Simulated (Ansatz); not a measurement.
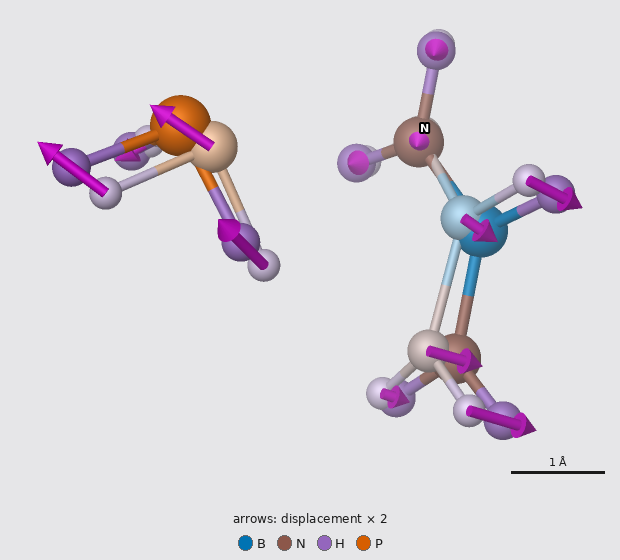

A relaxation of BPN₂H₈. The starting structure is drawn faded, the final one solid; purple arrows show the displacements, magnified 2 times. The two geometries are superimposed by the best rigid fit.

A ball-and-stick model, seen at a tilt.

The run prepares an end point of a later path (reaction) calculation, from a guessed geometry.

These are results of Ansatz 0.2.0, RKS B3LYP-D4/6-31G*, not measurements. Settings: no spin polarisation; force threshold 0.03 eV/Å; at most 50 steps.

Q: Describe the change and its energy.

A: After 9 geometry steps the energy has fallen by 5.00 kcal/mol. The largest force component goes from 1.9 to 0.029 eV/Å. The forces were under the threshold at step 7, but the run went on from there. The atom that moves furthest after the best rigid fit is an H atom (0.50 Å). By element the largest moves are H 0.50 Å, P 0.41 Å, N 0.35 Å, B 0.24 Å. Among the contacts that change: B–N 1.483 → 1.416 Å, B–N 1.409 → 1.418 Å.

Limits of the set-up: the start holds two separate molecules, 2.3 Å apart at their closest, whose relative position is a soft coordinate.
